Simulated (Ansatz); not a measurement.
**Converging the plane-wave cutoff: CaGa (Cm, 4 atoms in the cell)**

```xyz
4
Lattice="2.1184 -5.6493 0.0000 2.1184 5.6493 0.0000 0.0000 0.0000 4.3152" Properties=species:S:1:pos:R:3 pbc="T T T"
Ca     2.1184     1.6308     3.2864
Ca     2.1184    -1.6308     1.0788
Ga     2.1184     4.9150     3.2364
Ga     2.1184    -4.9150     1.0788
```

Computed with PBEsol, default PAW files made with PBE (plane waves; Ansatz, a quantum-chemistry and plane-wave program).

Base settings: basis.ecutwfc = 420 eV; kpoints.mp_grid.grid = 4 4 4; hamiltonian.xc = pbesol; hamiltonian.pseudopotentials = {kind: paw} (the program's default PAW files); scf.occupations.method = gaussian; scf.occupations.width = 0.1 eV.

The second cell is the first with its lattice scaled by 0.98.

The mesh stays at the base's, so the ladder's end is converged at best in this setting alone.

The first pressure column holds Ansatz's estimate of the finite-basis (Pulay) stress, which hides part of the cutoff error; the other is without it.

Only quantities that move along the ladder and can be compared are tabulated.

The count of work is k-points × plane waves × bands × iterations; it is no time. 

The starting cell comes from a database of computed structures (which also holds hypothetical and non-ambient phases and stackings), without a prior relaxation at this level. Its lattice was rescaled by up to half a per cent. One atom was moved a little off its site on purpose. Without a gap this mesh is coarse (it stands for a supercell whose shortest vector is 17 Å).

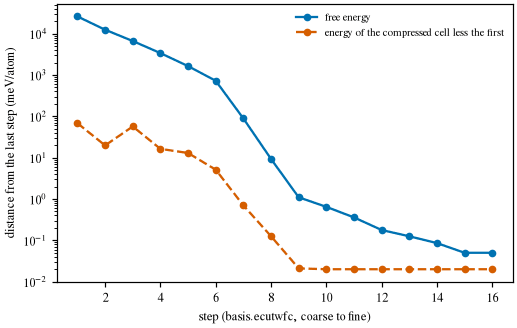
Distance from the last step along the ladder; very small values are drawn at a floor.

```csv
basis.ecutwfc,free energy less the last step's (meV/atom),energy of the compressed cell less the first (meV/atom),pressure (GPa),pressure without the Pulay estimate (GPa),largest difference of a force vector from the last step's (eV/Å),count of work / last
145 eV,26020.18,-63.71,-3.41,-466.19,0.855,0.080
170 eV,12403.69,24.14,-1.04,-265.20,0.323,0.093
190 eV,6621.93,61.14,0.41,-168.88,0.183,0.11
210 eV,3376.82,20.71,-0.46,-104.15,0.096,0.12
230 eV,1635.69,-8.54,-1.11,-60.71,0.043,0.13
250 eV,723.60,-0.72,-0.83,-32.28,0.023,0.15
295 eV,88.68,5.09,-0.71,-6.31,0.029,0.18
335 eV,9.31,4.52,-0.83,-1.60,0.007,0.19
380 eV,1.10,4.41,-0.85,-0.89,0.001,0.23
420 eV,0.65,4.40,-0.86,-0.87,0.000,0.27
460 eV,0.36,4.40,-0.85,-0.87,0.000,0.31
505 eV,0.18,4.41,-0.85,-0.86,0.000,0.35
565 eV,0.13,4.40,-0.85,-0.86,0.000,0.42
630 eV,0.09,4.40,-0.85,-0.86,0.000,0.50
735 eV,0.03,4.40,-0.86,-0.86,0.000,0.63
840 eV,0.01,4.39,-0.86,-0.86,0.000,0.76
1010 eV,0.00,4.39,-0.86,-0.86,0.000,1.0
```

Coarsest basis.ecutwfc that holds the forces within 0.02 eV/Å of the last step, with all finer ones: 335 eV, at 0.19 of the last step's count of work; the step before is off by 0.029 eV/Å.

Coarsest basis.ecutwfc that holds the pressure without the Pulay estimate within 1 GPa of the last step, with all finer ones: 335 eV, at 0.19 of the last step's count of work; the step before is off by 5.5 GPa.

Coarsest basis.ecutwfc that holds the energy of the compressed cell less the first within 0.5 meV/atom of the last step, with all finer ones: 335 eV, at 0.19 of the last step's count of work; the step before is off by 0.70 meV/atom.

The energy difference between the two cells stays within 1 meV/atom of the last step's from 295 eV on, the total only from 420 eV on: much of the error is common to both cells and cancels.

At the lowest cutoff the pressure without the Pulay estimate lies 465 GPa under the last step's, the usual sign of Pulay stress in an incomplete plane-wave basis.

Keys are those of Ansatz 0.2.
